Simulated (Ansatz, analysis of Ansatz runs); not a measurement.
# Moving an added hole between O sites in Na2MoO4 (Fd-3m), part 2 of 3

Aim: the energy barrier that a trapped hole meets when it moves from one O atom to another one nearby in Na2MoO4 (Fd-3m). The model is a cell of 56 host atoms.

Ansatz 0.2.0; plane-wave PAW DFT, PBEsol+U; relaxation of all atoms of a supercell at fixed charge in a uniform background; PAW set soft_1.

So far. Step 2 (The cell without the carrier): The largest displacement from an ideal site is 0.012 Å.

### Step 3. The hole on the first site

The nearest neighbour or neighbours of the site start displaced and the site's starting moment is changed by the carrier's spin, since a carrier doesn't trap itself in the undistorted lattice.

A.relax/input.yaml

```yaml
crystal:
  lattice:
    - [9.08595436, 0.0, 0.0]
    - [0.0, 9.08595436, 0.0]
    - [0.0, 0.0, 9.08595436]
  atoms:
    - { symbol: Na, position: [0.124783, 0.125243, 0.124439] }
    - { symbol: Na, position: [0.125133, 0.624709, 0.624759] }
    - { symbol: Na, position: [0.624789, 0.124878, 0.624557] }
    - { symbol: Na, position: [0.625052, 0.625143, 0.124625] }
    - { symbol: Na, position: [0.125103, 0.374772, 0.374609] }
    - { symbol: Na, position: [0.12494, 0.874834, 0.87471] }
    - { symbol: Na, position: [0.625143, 0.375317, 0.874497] }
    - { symbol: Na, position: [0.625041, 0.874794, 0.374872] }
    - { symbol: Na, position: [0.374885, 0.37518, 0.124238] }
    - { symbol: Na, position: [0.374695, 0.874992, 0.624337] }
    - { symbol: Na, position: [0.874972, 0.374878, 0.624405] }
    - { symbol: Na, position: [0.874799, 0.87545, 0.124837] }
    - { symbol: Na, position: [0.375148, 0.124987, 0.374126] }
    - { symbol: Na, position: [0.375268, 0.625373, 0.874419] }
    - { symbol: Na, position: [0.87492, 0.12501, 0.874481] }
    - { symbol: Na, position: [0.875355, 0.624867, 0.374492] }
    - { symbol: Mo, position: [5.1e-05, -0.000178, 0.499583] }
    - { symbol: Mo, position: [-1.7e-05, 0.500115, -0.000453] }
    - { symbol: Mo, position: [0.499892, 0.000241, -0.000526] }
    - { symbol: Mo, position: [0.512718, 0.487278, 0.486928] }
    - { symbol: Mo, position: [0.2498, 0.250007, 0.749383] }
    - { symbol: Mo, position: [0.25017, 0.74997, 0.249622] }
    - { symbol: Mo, position: [0.749957, 0.250027, 0.249533] }
    - { symbol: Mo, position: [0.750027, 0.750138, 0.749708] }
    - { symbol: O, position: [0.361934, 0.362187, 0.861469] }
    - { symbol: O, position: [0.362368, 0.862058, 0.361804] }
    - { symbol: O, position: [0.862111, 0.362168, 0.361698] }
    - { symbol: O, position: [0.862181, 0.862301, 0.861858] }
    - { symbol: O, position: [0.387678, 0.112393, 0.111612] }
    - { symbol: O, position: [0.387897, 0.61209, 0.611747], spin: 1.0 }
    - { symbol: O, position: [0.887881, 0.111985, 0.611672] }
    - { symbol: O, position: [0.887909, 0.612326, 0.111703] }
    - { symbol: O, position: [0.112175, 0.111986, 0.387407] }
    - { symbol: O, position: [0.112216, 0.612207, 0.887383] }
    - { symbol: O, position: [0.612051, 0.112379, 0.887321] }
    - { symbol: O, position: [0.612273, 0.612113, 0.38752] }
    - { symbol: O, position: [0.112051, 0.387879, 0.111683] }
    - { symbol: O, position: [0.112171, 0.887665, 0.611764] }
    - { symbol: O, position: [0.612172, 0.387767, 0.611756] }
    - { symbol: O, position: [0.612068, 0.888174, 0.11164] }
    - { symbol: O, position: [0.137663, 0.137906, 0.861604] }
    - { symbol: O, position: [0.138033, 0.637748, 0.361728] }
    - { symbol: O, position: [0.63786, 0.137801, 0.361669] }
    - { symbol: O, position: [0.637805, 0.638031, 0.861882] }
    - { symbol: O, position: [0.137583, 0.362108, 0.637199] }
    - { symbol: O, position: [0.138002, 0.862174, 0.137595] }
    - { symbol: O, position: [0.637787, 0.362189, 0.137448] }
    - { symbol: O, position: [0.637922, 0.862264, 0.63751] }
    - { symbol: O, position: [0.387918, 0.387839, 0.387387] }
    - { symbol: O, position: [0.387814, 0.888029, 0.887326] }
    - { symbol: O, position: [0.887721, 0.388033, 0.887447] }
    - { symbol: O, position: [0.887899, 0.887678, 0.387411] }
    - { symbol: O, position: [0.361965, 0.13784, 0.637276] }
    - { symbol: O, position: [0.362309, 0.637869, 0.137369] }
    - { symbol: O, position: [0.862123, 0.137887, 0.137346] }
    - { symbol: O, position: [0.862087, 0.63791, 0.637578] }
total_charge: 1
basis:
  ecutwfc: 420
  xc_grid: 2
hamiltonian:
  xc: pbesol
  hubbard:
    sites: [{ species: O, l: p, u_eff: 6.0 }]
    projectors: ortho-atomic
  pseudopotentials: { kind: paw, azcp: { folder: soft_1 }, xc_functional: pbe }
kpoints:
  mp_grid: { grid: [1, 1, 1] }
magnetization:
  spin_polarized: true
  initial_magnetization: 1
  spin_locking: { lock_magnetization: hard }
scf:
  occupations: { method: fermi_dirac, width: 0.01 }
  max_iter: 120
  lower_state_search: "off"
output:
  forces: true
relax:
  f_tol: 0.015
  max_steps: 70
  escape_saddle: false
checkpoint:
  write: "../A.relax.run"
  compress: false
  write_wavefunctions: true
  write_every: 100000
```

Started as:

```console
$ ansatz run input.yaml --threads 8 --pin off --max-ram 18841MiB --backend cpu --events-out ev --progress --plain --runs-dir out
```

Numbers of over 12 decimals in the logs are rounded to 6 here.

Log:

```text
[...]
Crystal: 56 atoms, lattice volume = 750.087 Å³
Basis set: ecut = 420 eV, 14771 PW (Γ), exchange–correlation on 128×128×128 points (8 copies of the dense FFT grid, shifted against one another)
Bands: 280, of which v1, the nominal top of the filled ones, is band 224 counted from 1 (223 counted from 0)
Symmetry: 1 space group operations
[...]
k-points: 1
[...]
Starting moments: Σ|m| = 1 μB on 1 of 56 sites
[...]
SCF iter   1: F=—  HF=-80739.377006 eV  |F-HF|=—  |Δ(HF+E_count)|=         —  Δρ=6.70e-2 (↑6.70e-2 ↓6.70e-2)  dr2=2.26e2  dr2_m=8.10e-2  M=1.000 μB ∫|m|=1.160 μB  β_m=0.30  ethr=3.10e-3  ⟨swp⟩=6.0  Hψ=2035  notcnv=0
[...]
spin=Collinear: Kerker preconditioning applied to the charge; magnetization (m = ρ↑ − ρ↓) channel mixes plain (no charge-response kernel on spin).
SCF iter   2: F=—  HF=-80718.120786 eV  |F-HF|=—  |Δ(HF+E_count)|=    2.13e1  Δρ=4.23e-2 (↑4.18e-2 ↓4.23e-2)  dr2=1.08e2  dr2_m=1.16e-1  M=1.000 μB ∫|m|=1.182 μB  β_m=0.53  ethr=3.10e-3  ⟨swp⟩=3.0  Hψ=1031  notcnv=0  defer=94
[...]
SCF iter  12: F=-80695.447160 eV  HF=-80695.447164 eV  |F-HF|=3.88e-6  |Δ(HF+E_count)|=   5.13e-6  Δρ=1.51e-5 (↑1.51e-5 ↓1.38e-5)  dr2=5.32e-6  dr2_m=1.20e-7  M=1.000 μB ∫|m|=1.255 μB  ethr=1.13e-9  ⟨swp⟩=2.0  Hψ=1657  notcnv=0
SCF 1 converged in 12 iterations: F = -80695.447160 eV  dr2 = 5.32e-6
[...]
relax step   1: F+E_penalty+E_count = -80695.44716025 eV  Δ(F+E_penalty+E_count) = +0.000e0 eV  max|allowed force component| = 1.325e0 eV/Å  Δτ_max = 0.0000 Å  (12 SCF iters, dr2 threshold 5.63e-6 eV, accepted)
[...]
relax step   2: F+E_penalty+E_count = -80695.84942776 eV  Δ(F+E_penalty+E_count) = -4.023e-1 eV  max|allowed force component| = 4.886e-1 eV/Å  Δτ_max = 0.1124 Å  (7 SCF iters, dr2 threshold 1.00e-4 eV, accepted)
relax step   3: F+E_penalty+E_count = -80695.89864935 eV  Δ(F+E_penalty+E_count) = -4.922e-2 eV  max|allowed force component| = 1.398e-1 eV/Å  Δτ_max = 0.0289 Å  (6 SCF iters, dr2 threshold 1.49e-5 eV, accepted)
relax step   4: F+E_penalty+E_count = -80695.91193591 eV  Δ(F+E_penalty+E_count) = -1.329e-2 eV  max|allowed force component| = 2.486e-2 eV/Å  Δτ_max = 0.0315 Å  (8 SCF iters, dr2 threshold 1.60e-6 eV, accepted)
SCF iter   1: F=—  HF=-80695.910788 eV  |F-HF|=—  |Δ(HF+E_count)|=         —  Δρ=3.59e-4 (↑2.62e-4 ↓3.59e-4)  dr2=1.25e-3  dr2_m=1.36e-4  M=1.000 μB ∫|m|=1.242 μB  β_m=0.30  ethr=2.84e-6  ⟨swp⟩=5.5  Hψ=1338  notcnv=0  defer=104
[...]
SCF iter  14: F=-80695.912397 eV  HF=-80695.912397 eV  |F-HF|=3.87e-9  |Δ(HF+E_count)|=   7.92e-7  Δρ=1.48e-6 (↑6.90e-7 ↓1.48e-6)  dr2=1.99e-8  dr2_m=3.44e-9  M=1.000 μB ∫|m|=1.242 μB  ethr=1.52e-12  ⟨swp⟩=1.5  Hψ=1980  notcnv=0
SCF 5 converged in 14 iterations: F = -80695.912397 eV  dr2 = 1.99e-8
relax step   5: F+E_penalty+E_count = -80695.91239718 eV  Δ(F+E_penalty+E_count) = -4.613e-4 eV  max|allowed force component| = 1.404e-2 eV/Å  Δτ_max = 0.0052 Å  (14 SCF iters, accepted)
NSCF: frozen V_eff on 1 k-points
[...]
SCF converged after 14 iterations
Stability checked in part: among states of this total moment the steps that led to this state did not find it unstable. No probe was made; neither looks for a lower state of another moment (fixed_total_moment; see scf.lower_state_search)
Magnetization: 1.0000 μB (224.0000 up, 223.0000 down)
Absolute magnetization: 1.2419 μB (∫|ρ↑−ρ↓|, with the PAW one-centre terms)
[...]
Per-site moments (μB) at R_I (Å): [(-9.486807659758607e-6, 0.985318), (-0.00041131, 0.957076), (-1.7537248514896736e-5, 0.973817), [... 53 left out ...]
Free energy (F): -80695.912397 eV
[...]
Internal energy: -80695.912397 eV  (E = F + TS)
E sigma→0 (E₀):  -80695.912397 eV
Fermi energy:    3.699587 (↑ 4.444926, ↓ 3.696498) eV
[...]
--- Forces (eV/Å), atoms counted from 1 ---
  atom   1  Na     0.00085623     0.00122199     0.00182110
  atom   2  Na     0.00471690     0.00236108     0.00108618
  [... 2 atoms left out ...]
  atom   5  Na     0.00027518     0.00266315     0.00213622
  [... 14 atoms left out ...]
  atom  20  Mo     0.00280531     0.00781762     0.00792373
  atom  21  Mo    -0.00682628     0.00253715     0.01158619
  [... 8 atoms left out ...]
  atom  30  O      0.00179752    -0.00321871    -0.00309518
  [... 5 atoms left out ...]
  atom  36  O      0.00259262     0.00583776    -0.00297165
  [... 2 atoms left out ...]
  atom  39  O      0.00291093    -0.00388533     0.00552608
  [... 2 atoms left out ...]
  atom  42  O     -0.00133426    -0.00329121    -0.00008666
  [... 2 atoms left out ...]
  atom  45  O      0.00015853    -0.00055922    -0.00224760
  [... 3 atoms left out ...]
  atom  49  O     -0.00830090    -0.00633518    -0.00615578
  [... 7 atoms left out ...]
  max |Σ_I F_I| component: 1.13e-4 eV/Å
--- Band table (eV) ---
[...]
Occupation matrices written to <dir>
--- Relaxed structure (5 steps of the walk, 5 accepted, 0 SCFs on fresh bases) ---
  F+E_penalty+E_count = -80695.91239718 eV   max|allowed force component| = 1.404e-2 eV/Å
  atoms:
    - { symbol: Na, position: [0.125289, 0.124936, 0.124358] }
    - { symbol: Na, position: [0.110211, 0.629183, 0.628444] }
    [... 2 atoms left out ...]
    - { symbol: Na, position: [0.119980, 0.371450, 0.370901] }
    [... 14 atoms left out ...]
    - { symbol: Mo, position: [0.505388, 0.490747, 0.490776] }
    - { symbol: Mo, position: [0.252381, 0.255824, 0.746285] }
    [... 8 atoms left out ...]
    - { symbol: O, position: [0.381483, 0.614569, 0.614506] }
    [... 5 atoms left out ...]
    - { symbol: O, position: [0.612912, 0.605542, 0.384106] }
    [... 2 atoms left out ...]
    - { symbol: O, position: [0.613264, 0.383959, 0.605100] }
    [... 2 atoms left out ...]
    - { symbol: O, position: [0.141551, 0.632773, 0.366851] }
    [... 2 atoms left out ...]
    - { symbol: O, position: [0.141789, 0.367636, 0.632209] }
    [... 3 atoms left out ...]
    - { symbol: O, position: [0.394478, 0.381831, 0.381682] }
    [... 7 atoms left out ...]
```

The job ended after 33 s (8 threads of Arm Neoverse V2, shared host; peak memory 1.5 GiB; 4 min of CPU time).

The steps of the relaxation:

| step | energy less that of the first step (eV) | largest force component (eV/Å) |
| --- | --- | --- |
| 1 | 0.0000 | 1.3247 |
| 2 | -0.4023 | 0.4886 |
| 3 | -0.4515 | 0.1398 |
| 4 | -0.4648 | 0.0249 |
| 5 | -0.4652 | 0.0140 |

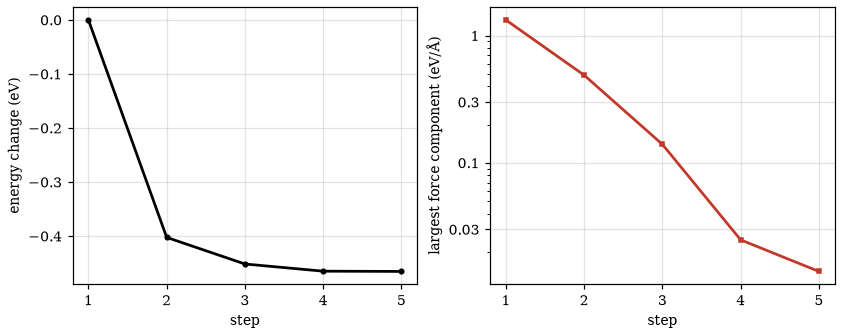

Energy and largest force along the relaxation.

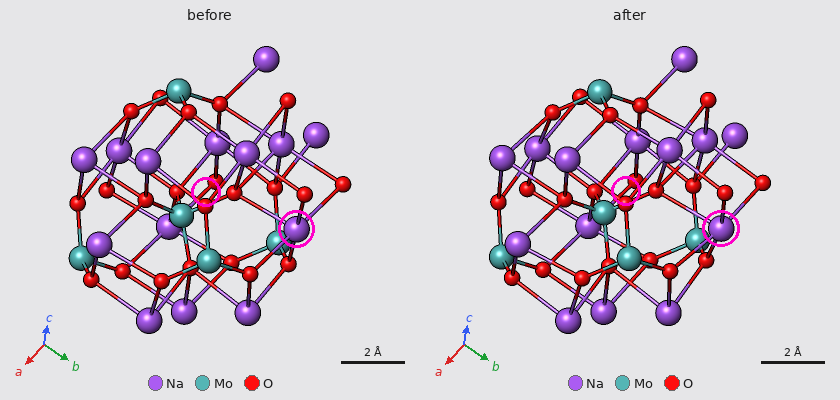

Before and after: the atoms that start within 5 Å of the centre. Na10, which moves most, is ringed if it is among them. A ring with no atom in it marks the empty centre.

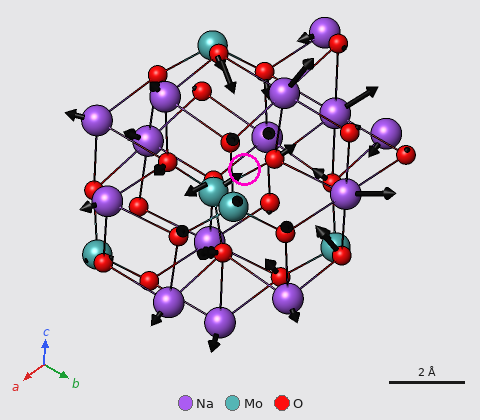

Displacements in the relaxation near the centre, exaggerated; the longest in the cell stands for 0.18 Å. A ring marks the centre wherever it is empty.

The atoms that moved most (Å):

| atom | dx | dy | dz | length |
| --- | --- | --- | --- | --- |
| Na10 | -0.037 | 0.155 | 0.074 | 0.175 |
| Na14 | -0.038 | 0.069 | 0.153 | 0.173 |
| Na2 | -0.136 | 0.041 | 0.033 | 0.145 |
| O25 | 0.038 | 0.096 | -0.078 | 0.130 |
| O26 | 0.033 | -0.079 | 0.096 | 0.128 |
| O49 | 0.060 | -0.055 | -0.052 | 0.096 |
| Na13 | -0.006 | -0.079 | -0.024 | 0.082 |
| O53 | 0.033 | 0.068 | -0.032 | 0.082 |

The moves above count from the input, in which the site's nearest neighbours were already displaced; the distances below compare with the cell without the carrier.

Distances from O30 without and with the hole:

| atom | without (Å) | with (Å) |
| --- | --- | --- |
| Mo20 | 1.77 | 1.95 |
| Na14 | 2.39 | 2.52 |
| Na2 | 2.39 | 2.47 |
| Na10 | 2.39 | 2.53 |

The largest changes of the moments are 0.78 μB on O30, 0.05 μB on O36 and 0.04 μB on O39. The largest part sits on the chosen site.

### Step 4. The hole on the second site

The same start is made on the second site, to get the end of the hop.

B.relax/input.yaml

```yaml
crystal:
  lattice:
    - [9.08595436, 0.0, 0.0]
    - [0.0, 9.08595436, 0.0]
    - [0.0, 0.0, 9.08595436]
  atoms:
    - { symbol: Na, position: [0.124783, 0.125243, 0.124439] }
    - { symbol: Na, position: [0.125133, 0.624709, 0.624759] }
[... 17 atom lines left out ...]
    - { symbol: Mo, position: [0.512718, 0.512592, 0.512241] }
[... 9 atom lines left out ...]
    - { symbol: O, position: [0.387897, 0.61209, 0.611747] }
[... 5 atom lines left out ...]
    - { symbol: O, position: [0.612273, 0.612113, 0.38752] }
[... 2 atom lines left out ...]
    - { symbol: O, position: [0.612172, 0.387767, 0.611756] }
[... 9 atom lines left out ...]
    - { symbol: O, position: [0.387918, 0.387839, 0.387387], spin: 1.0 }
[... 6 atom lines left out ...]
    - { symbol: O, position: [0.862087, 0.63791, 0.637578] }
total_charge: 1
basis:
  ecutwfc: 420
  xc_grid: 2
hamiltonian:
  xc: pbesol
  hubbard:
    sites: [{ species: O, l: p, u_eff: 6.0 }]
    projectors: ortho-atomic
  pseudopotentials: { kind: paw, azcp: { folder: soft_1 }, xc_functional: pbe }
kpoints:
  mp_grid: { grid: [1, 1, 1] }
magnetization:
  spin_polarized: true
  initial_magnetization: 1
  spin_locking: { lock_magnetization: hard }
scf:
  occupations: { method: fermi_dirac, width: 0.01 }
  max_iter: 120
  lower_state_search: "off"
output:
  forces: true
relax:
  f_tol: 0.015
  max_steps: 70
  escape_saddle: false
checkpoint:
  write: "../B.relax.run"
  compress: false
  write_wavefunctions: true
  write_every: 100000
```

Log:

```text
[...]
Crystal: 56 atoms, lattice volume = 750.087 Å³
Basis set: ecut = 420 eV, 14771 PW (Γ), exchange–correlation on 128×128×128 points (8 copies of the dense FFT grid, shifted against one another)
Bands: 280, of which v1, the nominal top of the filled ones, is band 224 counted from 1 (223 counted from 0)
Symmetry: 1 space group operations
[...]
k-points: 1
[...]
Starting moments: Σ|m| = 1 μB on 1 of 56 sites
[...]
SCF iter   1: F=—  HF=-80739.381819 eV  |F-HF|=—  |Δ(HF+E_count)|=         —  Δρ=6.70e-2 (↑6.70e-2 ↓6.70e-2)  dr2=2.26e2  dr2_m=8.07e-2  M=1.000 μB ∫|m|=1.159 μB  β_m=0.30  ethr=3.10e-3  ⟨swp⟩=6.0  Hψ=2033  notcnv=0
[...]
Occupation matrices written to <dir>
--- Relaxed structure (5 steps of the walk, 5 accepted, 0 SCFs on fresh bases) ---
  F+E_penalty+E_count = -80695.91239502 eV   max|allowed force component| = 1.411e-2 eV/Å
  atoms:
    - { symbol: Na, position: [0.122937, 0.123098, 0.122583] }
    - { symbol: Na, position: [0.119956, 0.628654, 0.628131] }
[...]
- { symbol: Na, position: [0.110234, 0.371120, 0.370388] }
[...]
- { symbol: Mo, position: [0.505382, 0.508816, 0.508814] }
    - { symbol: Mo, position: [0.252376, 0.253276, 0.743744] }
[...]
- { symbol: O, position: [0.394469, 0.617909, 0.617732] }
[...]
- { symbol: O, position: [0.612920, 0.615485, 0.394033] }
[...]
- { symbol: O, position: [0.613246, 0.394477, 0.615598] }
    [... 2 atoms left out ...]
    - { symbol: O, position: [0.141564, 0.632719, 0.366811] }
    [... 2 atoms left out ...]
    - { symbol: O, position: [0.141775, 0.367353, 0.631944] }
    [... 3 atoms left out ...]
    - { symbol: O, position: [0.381485, 0.385077, 0.384996] }
    [... 7 atoms left out ...]
[key lines of the parts left out:]
SCF converged after 13 iterations
Magnetization: 1.0000 μB (224.0000 up, 223.0000 down)
Free energy (F): -80695.912395 eV
Fermi energy:    3.699528 (↑ 4.444938, ↓ 3.696439) eV
```

The job ended after 32 s (8 threads; peak memory 1.5 GiB).

Distances from O49 without and with the hole:

| atom | without (Å) | with (Å) |
| --- | --- | --- |
| Mo20 | 1.76 | 1.95 |
| Na5 | 2.39 | 2.47 |
| Na13 | 2.39 | 2.52 |
| Na9 | 2.40 | 2.53 |

The largest changes of the moments are 0.78 μB on O49, 0.05 μB on O36 and 0.04 μB on O39. The largest part sits on the chosen site.

(Part 2 of 3 ends here.)

[Logs are printed without paths, hosts, clocks, repeated set-up lines and the standing remarks that a program may print on its own settings, such as how far it seeks lower states.]

[Hosts, paths, dates, database ids (printed as entryN), source tags and the programs' standing remarks are cut or masked in the printed files.]
